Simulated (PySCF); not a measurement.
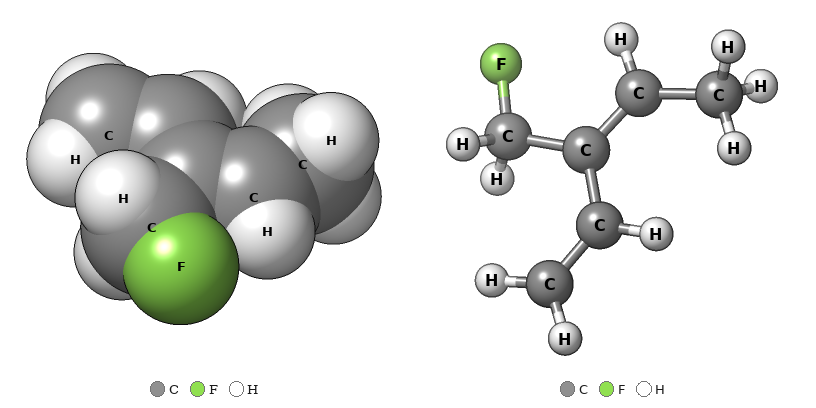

Two views of one molecule.

Computed geometry: PBE0-D3(BJ)/def2-SVP optimisation. No frequency run is at hand to confirm it as a minimum.

Which formula does it have?

C₆H₉F, 16 atoms: 6 carbon, 9 hydrogen and 1 fluorine.

What is its SMILES?

C=C/C(=C\C)CF

How many bonds of each kind are drawn?

9 C–H, 5 C–C, 1 C–F.

Describe its rings.

It has no ring.

Name some functional groups or characteristic bonds that it holds.

Among them: alkene, C–F bond.

The parts below concern this one geometry. Atoms keep their numbers from picture to picture.

### Excitation

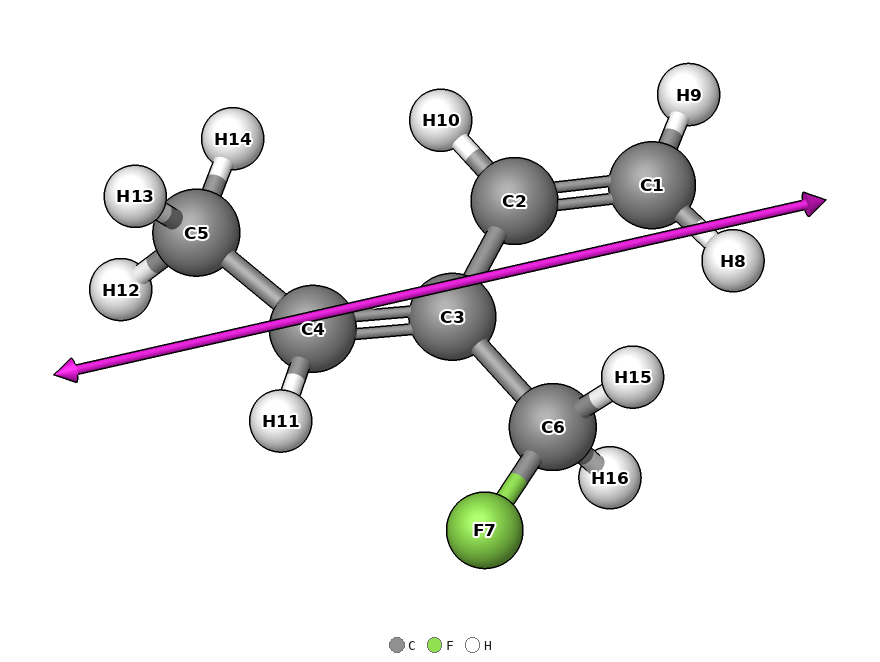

The double arrow shows the direction of the transition dipole to excited singlet state 1 (its length means nothing). No frequency run is at hand to confirm it as a minimum. Level of theory: TDDFT ωB97X-D/def2-SVPD, vertical, IEF-PCM chloroform (non-equilibrium linear response), core orbitals frozen in the response (PySCF 2.14.0).

How is the transition polarised?

Nearly parallel to the C1–C2 bond.

Give its energy, strength and character.

5.43 eV (228 nm), oscillator strength 0.80, mainly HOMO → LUMO (weight 0.98); transition dipole 6.23 D.

### Spin–spin coupling

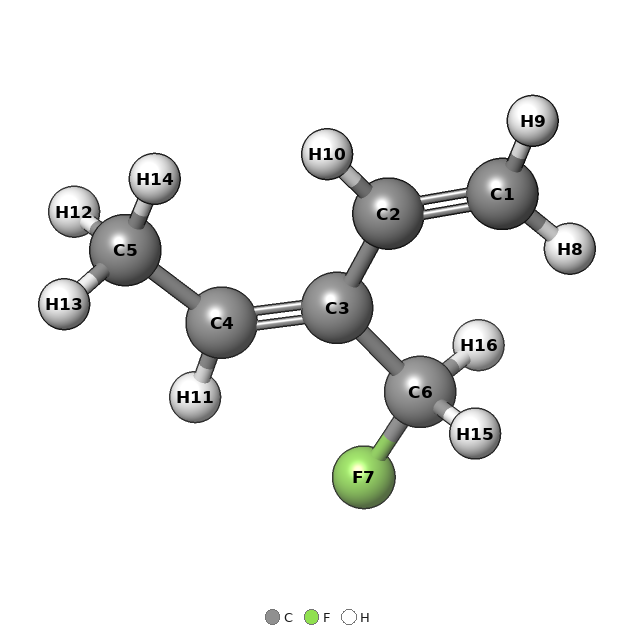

No frequency run is at hand to confirm it as a minimum. Method: B3LYP/pcJ-1 indirect spin-spin coupling, non-relativistic, gas phase (PySCF 2.14.0). Isotopes: 13C, 19F, 1H.

Give the spin–spin coupling constants of these pairs, with the number of bonds between them: C6/F7, F7/H16, F7/H15, C2/F7, C4/F7.

```tsv
pair	bonds apart	J (Hz)
C6, F7	1	−237.4
F7, H16	2	54.7
F7, H15	2	54.6
C2, F7	3	2.3
C4, F7	3	19.3
```

Density functionals are unreliable for couplings to fluorine, so those rows may be far off.

### Polarisability

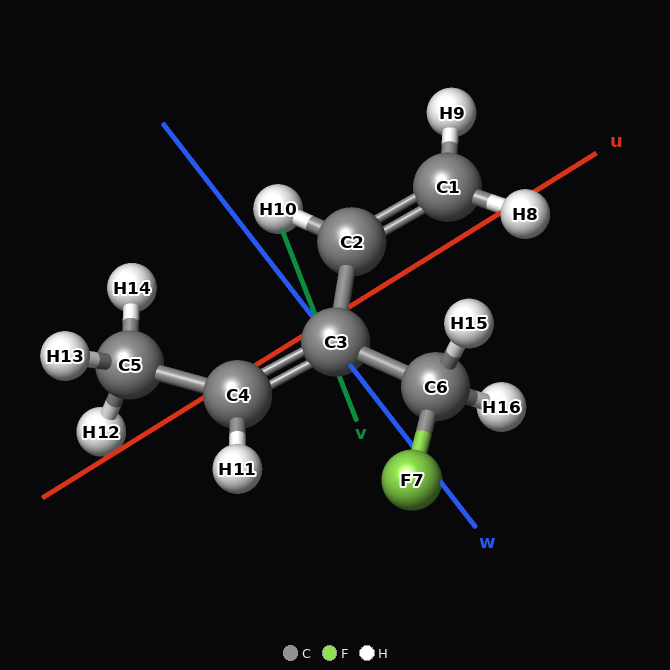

The lines u, v and w are the principal axes of the static dipole polarisability. No frequency run is at hand to confirm it as a minimum. Computed with ωB97X-D/def2-SVPD (PySCF 2.14.0).

Along which axis is the molecule most polarisable, and along which least?

Most along u (nearly parallel to the C1–C2 bond), least along v.

Give the three principal values.

u 114.1, v 53.7, w 72.1 bohr³; mean 80.0, anisotropy 53.7 bohr³.
